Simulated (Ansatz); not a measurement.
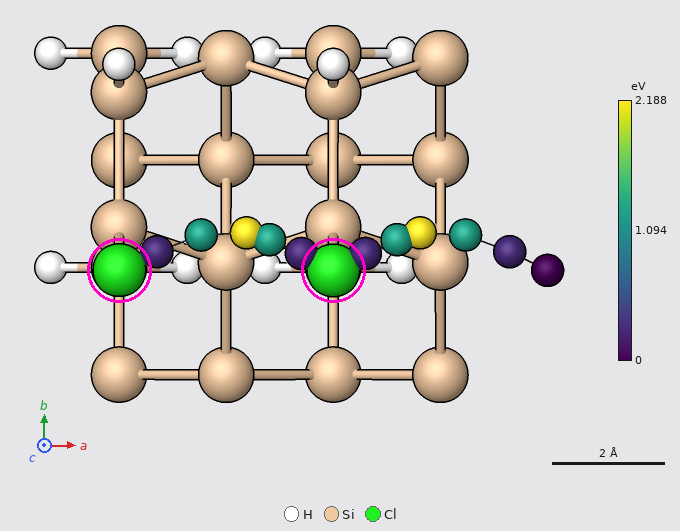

A nudged-elastic-band calculation for Cl2 on Si(100)-2x1, partly H-covered, underside capped with H (32 atoms in the cell). Images are numbered from 0 (start) to 6 (end). The start is drawn whole; smaller spheres mark the moving atoms (Cl) in the later images, joined by lines and coloured by the energy of the image relative to the start. A ball-and-stick model of the simulation cell, with the vacuum cut short (origin moved), seen along the c axis. The atoms that move most are ringed. Bonds to atoms that aren't drawn are left out.

Level of theory: DFT PBE, scalar-relativistic, plane waves, PAW in Ansatz 0.2.0. Settings: plane-wave cutoff 420 eV; k-point mesh 2 × 2 × 1; Fermi-Dirac smearing 0.02 eV; 12 atoms held fixed; 5 movable images; climbing image; force threshold 0.03 eV/Å; iteration limit 29; spring constant 1.0 eV/Å²; starting path by straight interpolation.

What moves, how far, and at what cost in energy?

A Cl atom travels furthest, 3.84 Å from end to end, on a path that bends up to 0.67 Å away from the straight line. It doesn't move alone: Cl (3.84 Å) moves with it. Breaking: 2 Cl–Si (2.09 → 4.37–4.38 Å). Forming: 2 Cl–Si (4.36–4.37 → 2.09 Å). The two ends have the same energy, and the highest point, image 3, lies 2.19 eV above the start. The band converged in 19 iterations. The largest component of the band force went from 1.3 to 0.008 eV/Å. The climbing image converged on the top of the path. A check of its curvatures didn't confirm a first-order saddle.

Limits of the set-up: the periodic images lie only 7.7 Å apart, so the values are limited by the cell's size.

PAW datasets: the set soft_1.
